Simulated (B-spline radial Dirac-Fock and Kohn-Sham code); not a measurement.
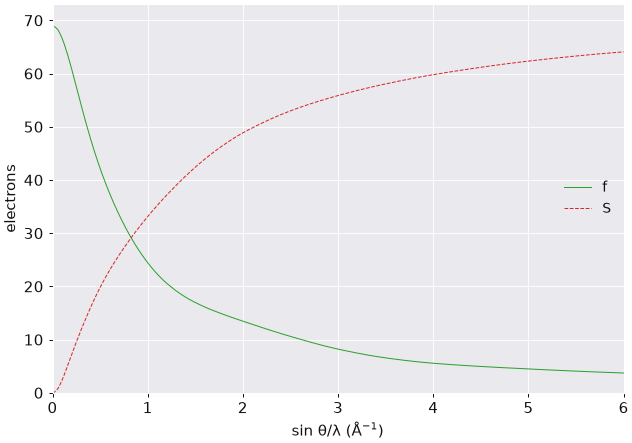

The X-ray form factor f and the incoherent scattering function S against sin θ/λ. It refers to the ion Hf³⁺, configuration [Xe] 4f14 5d1, inside a Watson sphere of charge −3 and radius 2.7 Å that stands in for a crystal. Level of theory: the spherical Dirac–Fock density (average of configuration), S by Waller and Hartree; calculated with a B-spline radial code.

What is f at sin θ/λ = 1.00 Å⁻¹?

Answer. 24.5 electrons.

How many electrons does the species have?

Answer. 69, the value of f at zero angle.
